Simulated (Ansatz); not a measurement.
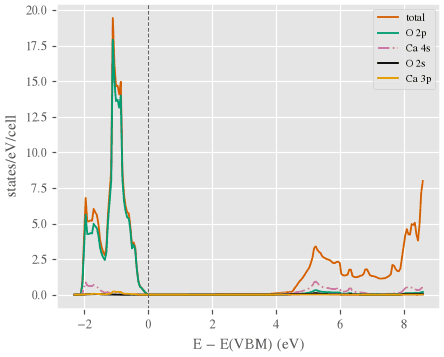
Figure. Total and projected density of states of CaO in space group P6_3/mmc (No. 194; Ca on 2d, O on 2c), the program Ansatz at the r²SCAN level (PAW)

**Question.** Which orbitals carry the states next to the gap?

**Answer.** Top 1 eV of the valence band: O 2p 94 %. Bottom 1 eV of the conduction band: Ca 4s 57 %, O 2s 15 %, O 2p 6 %, outside the projected shells 20 %. Projections are on Löwdin-orthogonalised atomic valence shells; empty p or d shells of many metals are not among them.

**Question.** Where is the tallest occupied peak in this window, and what makes it?

**Answer.** Near -1.1 eV, about 19 states/eV per cell; the largest projected share is O 2p.

The start of the workflow was typed in or built on a structure type; the Crystallography Open Database copy checked does not list it. It is not the phase usual at ambient conditions (space group No. 225). The r²SCAN relaxation kept the symmetry of its start; its stability against distortions is not shown here.

Potentials: the earlier of the program's two PAW sets.
